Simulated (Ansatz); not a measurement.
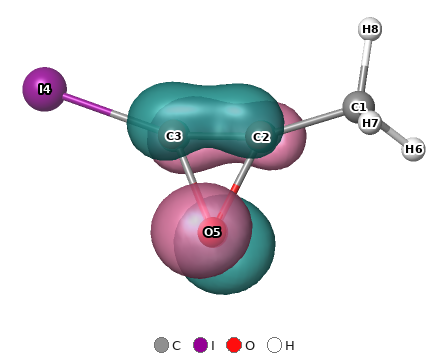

The picture shows: C$_{3}$H$_{3}$IO. One frontier orbital at ±0.2 Å⁻³ᐟ² (teal and pink are the two phases), seen at a tilt.

Core potentials replace the inner electrons of I.

Level of theory: Ansatz 0.2.0, RKS r2SCAN-D4/def2-SVP.

```json
{"atom": "C", "x (Å)": "0.1958", "y (Å)": "-0.6446", "z (Å)": "1.0173"}
{"atom": "C", "x (Å)": "0.0500", "y (Å)": "0.1910", "z (Å)": "-0.1623"}
{"atom": "C", "x (Å)": "-0.3508", "y (Å)": "0.6660", "z (Å)": "-1.2835"}
{"atom": "I", "x (Å)": "-1.3004", "y (Å)": "0.8784", "z (Å)": "-3.0537"}
{"atom": "O", "x (Å)": "0.7612", "y (Å)": "1.4193", "z (Å)": "-0.5719"}
{"atom": "H", "x (Å)": "0.0139", "y (Å)": "-0.0480", "z (Å)": "1.9279"}
{"atom": "H", "x (Å)": "1.2283", "y (Å)": "-1.0293", "z (Å)": "1.0805"}
{"atom": "H", "x (Å)": "-0.5059", "y (Å)": "-1.4900", "z (Å)": "0.9898"}
```

Which orbital is it: HOMO or LUMO?

The HOMO, at −4.10 eV. It lies mainly on O5 (about 55 %), C3 (about 20 %), C2 (about 15 %) and I4 (about 5 %).
